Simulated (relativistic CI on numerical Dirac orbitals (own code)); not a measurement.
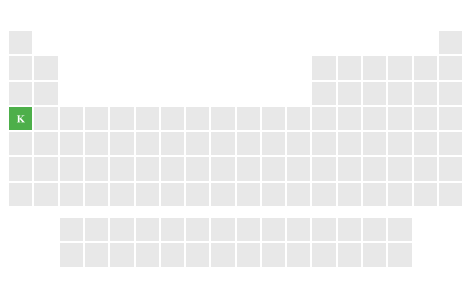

Figure 1. The place of potassium in the periodic table.

# K³⁺: relativistic CI calculation

K³⁺. Level asked for: Dirac-Coulomb-Breit CI, KLI orbitals optimised for each configuration, model QED (radiative potential, 1s self-energy scaled to tabulated hydrogen-like ionisation energies), numerical settings as typed (relativistic CI on numerical Dirac orbitals, in-house).

### Input
```
atom K  Z=19  charge=3  electrons=16
nucleus A=39  rms_radius_fm=3.4349
hamiltonian dirac-coulomb  breit=on  qed=on  c_scale=1
orbitals kli  potential=per-configuration
slater_scale 1
correlation none
mixing on
grid step=0.002 r_max=25.7
scf mixing=0.4 start=green max_iterations=54 tolerance=2e-08 node_fill=0.05
configurations
  [Ne] 3s2 3p4
  [Ne] 3s 3p5
  [Ne] 3s2 3p3 3d
end
```

Hardware: 1 CPU thread, shared host.

Launched within a batch (the task file carries these settings):
```bash
python <driver script> task.json out
```

The program writes its results to a structured record and prints no log; tables and figures of this report are taken from that record.

### Outcome

- outcome: refused by the program

### Diagnosis

One thing in this input was made wrong on purpose: grid. The program refused the input; the driver noted: the grid has 8532 points, outside 40 to 4096.
